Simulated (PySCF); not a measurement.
# B3LYP/6-31G(d) (spherical functions) run of GeO (SMILES [O]=[Ge])

What is the vertical ionisation energy of GeO at B3LYP/6-31G* (spherical functions)? The job is set up through a Python script.

Program for the calculation: PySCF 2.14.0.

9 further runs of the same task are left out: 3 that didn't finish, 6 set aside as unsound or not needed.

## Step 1: The system as given

GeO has 2 atoms, charge 0, and is taken as a singlet. As SMILES, `[O]=[Ge]`. The coordinates come from a PBE0-D4/def2-TZVP relaxation.

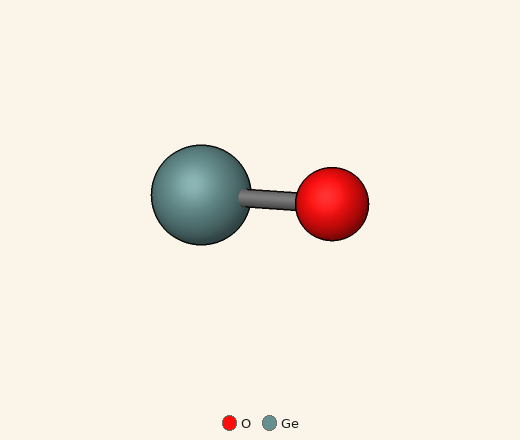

The structure, seen from a chosen angle (oxygen red, germanium teal).

## Step 2: A single-point energy at B3LYP/6-31G(d) (spherical functions)

File input.py:

```python
from pyscf import gto, dft

mol = gto.M(
    atom=[
    ('O', (-0.000000, -0.000000, -0.023040)),
    ('Ge', (0.000000, 0.000000, 1.599530)),
],
    basis='6-31g*',
    verbose=3,
    charge=0,
    spin=0,
    max_memory=1860,
)

mf = dft.RKS(mol)
mf.xc = 'b3lyp'
mf.conv_tol = 1e-10
mf.grids.level = 5
mf.kernel()
if not mf.converged:
    mf = mf.newton().run(mf.mo_coeff, mf.mo_occ)

energy = mf.e_tot
print('E(%s) = %.9f' % ('B3LYP', energy))
```

The run is started by

```bash
$ OMP_NUM_THREADS=1 python input.py
```

Log:

```text
converged SCF energy = -2151.98647199231
E(B3LYP) = -2151.986471992
```

It took 3.9 s on 1 thread of Arm Neoverse V1, shared host; peak memory 0.25 GiB.

## Step 3: The doublet cation at the same level

File calc.py:

```python
from pyscf import gto, dft

mol = gto.M(
    atom=[
    ('O', (-0.000000, -0.000000, -0.023040)),
    ('Ge', (0.000000, 0.000000, 1.599530)),
],
    verbose=4,
    spin=1,
    max_memory=1860,
    basis='6-31g*',
    charge=1,
)

calc0 = dft.UKS(mol)
calc0.xc = 'b3lyp'
calc0.conv_tol = 1e-10
calc0.grids.level = 5
calc0.kernel()
if not calc0.converged:
    calc0 = calc0.newton().run(calc0.mo_coeff, calc0.mo_occ)

e_tot = calc0.e_tot
print('E = %.10f Eh' % e_tot)
```

The run is started by

```bash
$ OMP_NUM_THREADS=1 python calc.py
```

Log:

```text
PySCF version 2.14.0

[INPUT] num. atoms = 2
[INPUT] num. electrons = 39
[INPUT] charge = 1
[INPUT] spin (= nelec alpha-beta = 2S) = 1
[INPUT] symmetry False subgroup None
[INPUT] Mole.unit = angstrom
[INPUT] Symbol           X                Y                Z      unit          X                Y                Z       unit  Magmom
[INPUT]  1 O      0.000000000000   0.000000000000  -0.023040000000 AA    0.000000000000   0.000000000000  -0.043539289910 Bohr   0.0
[INPUT]  2 Ge     0.000000000000   0.000000000000   1.599530000000 AA    0.000000000000   0.000000000000   3.022673628026 Bohr   0.0

nuclear repulsion = 83.4906142696586
number of shells = 18
number of NR pGTOs = 122
number of NR cGTOs = 46
basis = 6-31g*
ecp = {}

******** <class 'pyscf.dft.uks.UKS'> ********
method = UKS
initial guess = minao
damping factor = 0
level_shift factor = 0
DIIS = <class 'pyscf.scf.diis.CDIIS'>
diis_start_cycle = 1
diis_space = 8
diis_damp = 0
SCF conv_tol = 1e-10
SCF conv_tol_grad = None
SCF max_cycles = 50
direct_scf = True
direct_scf_tol = 1e-13
number electrons alpha = 20  beta = 19
XC library pyscf.dft.libxc version 7.0.0
    S. Lehtola, C. Steigemann, M. J.T. Oliveira, and M. A.L. Marques.,  SoftwareX 7, 1–5 (2018)
XC functionals = b3lyp
    P. J. Stephens, F. J. Devlin, C. F. Chabalowski, and M. J. Frisch.,  J. Phys. Chem. 98, 11623 (1994)
radial grids:
    Treutler-Ahlrichs [JCP 102, 346 (1995); DOI:10.1063/1.469408] (M4) radial grids

becke partition: Becke, JCP 88, 2547 (1988); DOI:10.1063/1.454033
pruning grids: <function nwchem_prune>
grids dens level: 5
symmetrized grids: False
atomic radii adjust function: <function treutler_atomic_radii_adjust>
small_rho_cutoff = 0
Set gradient conv threshold to 1e-05
tot grids = 87720
init E= -2151.38288260041
[... the frontier-level lines of each cycle are left out ...]


cycle= 1 E= -2151.24569096862  delta_E= 0.137  |g|= 0.792  |ddm|= 1.39
cycle= 2 E= -2146.23667721865  delta_E= 5.01  |g|= 2.51  |ddm|= 3.02
cycle= 3 E= -2151.53666713428  delta_E= -5.3  |g|= 0.271  |ddm|= 2.64
cycle= 4 E= -2151.55516995745  delta_E= -0.0185  |g|= 0.245  |ddm|= 0.429
cycle= 5 E= -2151.57484584725  delta_E= -0.0197  |g|= 0.0699  |ddm|= 0.102
cycle= 6 E= -2151.57655157316  delta_E= -0.00171  |g|= 0.0491  |ddm|= 0.0482
cycle= 7 E= -2151.57784655768  delta_E= -0.00129  |g|= 0.00696  |ddm|= 0.0525
cycle= 8 E= -2151.5778752712  delta_E= -2.87e-05  |g|= 0.000941  |ddm|= 0.00716
cycle= 9 E= -2151.57787686436  delta_E= -1.59e-06  |g|= 0.000432  |ddm|= 0.00269
cycle= 10 E= -2151.57787727355  delta_E= -4.09e-07  |g|= 9.28e-05  |ddm|= 0.0015
cycle= 11 E= -2151.57787729827  delta_E= -2.47e-08  |g|= 2.42e-05  |ddm|= 0.000452
cycle= 12 E= -2151.57787729907  delta_E= -8.04e-10  |g|= 1.71e-06  |ddm|= 7.97e-05
cycle= 13 E= -2151.57787729907  delta_E= -1.36e-12  |g|= 1.16e-06  |ddm|= 7.43e-06
Extra cycle  E= -2151.57787729907  delta_E= -1.82e-12  |g|= 1.92e-06  |ddm|= 2.09e-06
converged SCF energy = -2151.57787729907  <S^2> = 0.7595956  2S+1 = 2.0095727
E = -2151.5778772991 Eh
```

It took 6.6 s on 1 thread of Arm Neoverse V1, shared host; peak memory 0.26 GiB.

## Step 4: What came out

Level: B3LYP/6-31G* (spherical functions).

| quantity | value |
| --- | --- |
| singlet GeO: total energy | -2151.98647 Eh |
| singlet GeO: dipole moment | 2.91 D |
| singlet GeO: HOMO energy | -8.24 eV |
| singlet GeO: LUMO energy | -2.11 eV |
| singlet GeO: HOMO–LUMO gap | 6.13 eV |
| doublet cation: total energy | -2151.57788 Eh |
| doublet cation: HOMO energy (highest over α and β) | -16.95 eV |
| doublet cation: LUMO energy (lowest over α and β) | -14.04 eV |
| doublet cation: ⟨S²⟩ | 0.760 |
| vertical ionisation energy (to the doublet cation) | 11.118 eV |

In words: The vertical ionisation energy comes to 11.12 eV (256 kcal/mol). −ε(HOMO) before ionisation, 8.24 eV, is 2.87 eV below this ionisation energy.
